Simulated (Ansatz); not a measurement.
Na4HF3

Input file:

```
crystal:
  lattice:
    - [4.7274826703, 0.0, 0.0]
    - [0.0, 4.7274826703, 0.0]
    - [0.0, 0.0, 4.7274826703]
  atoms:
    - { symbol: Na, position: [0.0, 0.0, 0.0] }
    - { symbol: Na, position: [0.5, 0.5, 0.0] }
    - { symbol: Na, position: [0.5, 0.0, 0.5] }
    - { symbol: Na, position: [0.0, 0.5, 0.5] }
    - { symbol: H, position: [0.5, 0.5, 0.5] }
    - { symbol: F, position: [0.0, 0.0, 0.5] }
    - { symbol: F, position: [0.0, 0.5, 0.0] }
    - { symbol: F, position: [0.5, 0.0, 0.0] }
basis:
  ecutwfc: 420
kpoints:
  mp_grid: { grid: [6, 6, 6] }
  band_path:
    path:
      - [[0.0, 0.0, 0.0], [0.0, 0.5, 0.0], [0.5, 0.5, 0.0], [0.0, 0.0, 0.0], [0.5, 0.5, 0.5], [0.0, 0.5, 0.0]]
      - [[0.5, 0.5, 0.5], [0.5, 0.5, 0.0]]
    npoints: 14
hamiltonian:
  xc: lda
scf:
  occupations: { method: gaussian, width: 0.02 }
  n_extra_bands: 20
output:
  forces: true
  stress: true
  eigenvalues: true
  populations: true
  dos: { projected: true, de: 0.02, nscf_kmesh: { grid: [9, 9, 9] } }
  bader: true
  write_density: true
  write_potential: true
  elf: true
  volumetric_format: npy
```

Run with:

```sh
ansatz run input.yaml --threads 1 --pin off --max-ram 2048MiB --backend cpu --events-out ev --progress --plain --runs-dir out
```

Below, planes, directions and counts refer to the conventional cell (a = 4.73 Å, b = 4.73 Å, c = 4.73 Å, α = 90.00°, β = 90.00°, γ = 90.00°).

Space group Pm-3m; a structure generated by program, which may or may not match a known phase; computed pressure about −5 GPa in this cell.

Method: Ansatz 0.2.0, DFT LDA, scalar-relativistic, plane waves, PAW.

> Predict the valence pseudo-density and electron localisation function between the atoms.

Na–F (2.36 Å): the density is about 0.14 e/Å³ at the midpoint; the ELF is about 0.10 at the midpoint (a closed-shell, largely ionic contact).
Na–H (2.36 Å): ρ at the midpoint is about 0.08 e/Å³; the ELF climbs to about 1 towards the hydrogen.
Bader's partition of the density gives Na +0.85, H −0.73 and F −0.89 e.

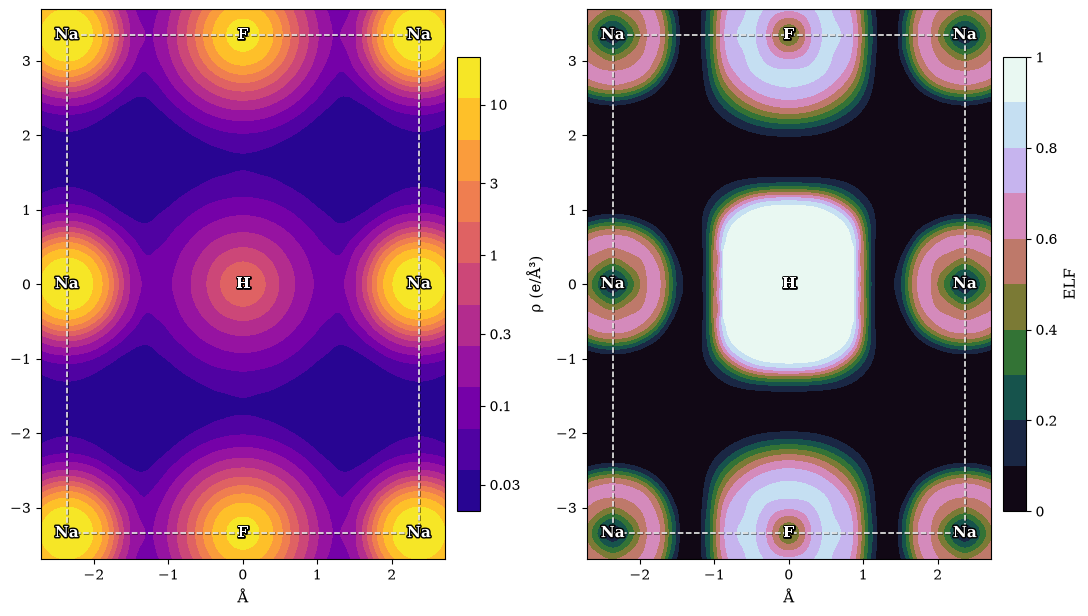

Computed valence pseudo-density and electron localisation function on the (011) plane of the conventional cell, in this order. 

Core electrons are frozen (PAW), and the valence fields are smoothed inside the atomic spheres.
